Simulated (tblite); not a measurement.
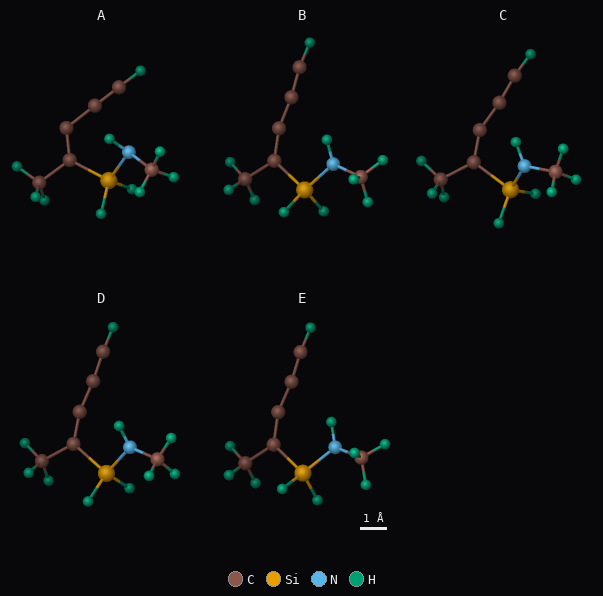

5 geometries from one relaxation of C6H10NSi (multiplicity 2), in shuffled order. Style: ball-and-stick. Shown at a tilt.

Theory: GFN2-xTB geometry optimisation, gas phase (tblite 0.8.0). 

> Put them in the order of the run, from the start to the converged end.

A, C, D, B, E. They are steps 0, 40, 93, 131, 176, at +103.5 kJ/mol, +11.6 kJ/mol, +5.12 kJ/mol, +1.80 kJ/mol relative to the last. Over 176 geometry steps the energy falls by 103.5 kJ/mol. The atom that moves furthest after the best rigid fit is an H atom (1.61 Å). By element the largest moves are H 1.61 Å, C 1.07 Å, Si 0.69 Å, N 0.54 Å. Near-neighbour distances that change, for instance: C–C 1.437 → 1.321 Å, N–Si 1.798 → 1.709 Å, C–Si 1.834 → 1.910 Å, H–N 1.063 → 1.009 Å. Bond angles that change, for instance: C–C–C 119.9° → 160.4°, Si–N–C 112.7° → 123.9°, Si–N–H 107.8° → 118.7°. Groups turn about C–Si by about 40°.
